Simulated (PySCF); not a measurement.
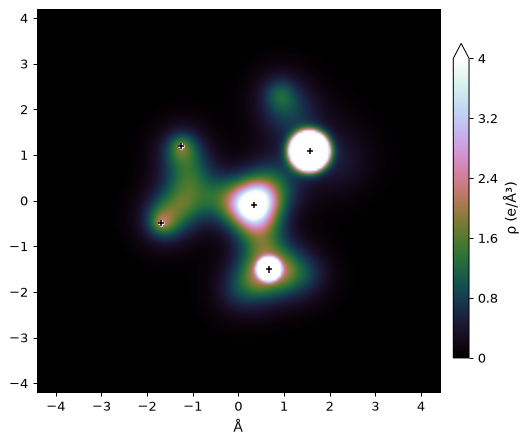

The total electron density on a plane through atoms (crosses mark nuclei in the plane).

The calculation used PBE0/pcSseg-1, SCF density, gas phase, non-relativistic (PySCF 2.14.0).

Candidates:
A. CCl₄ (SMILES ClC(Cl)(Cl)Cl)
B. C₅H₁₀O₂ (SMILES CO[C@H]1CCCO1)
C. C₃H₁₀ClNSi (SMILES CCN(C)[SiH2]Cl)

Question: Which candidate gave the map?

Answer: Candidate C: C₃H₁₀ClNSi on the plane of atoms C4, N3 and Si5, which holds N, C, Si and H. C–N (1.44 Å): ρ is about 1.9 e/Å³ halfway. Si–N (1.71 Å): ρ is about 1.1 e/Å³ halfway.
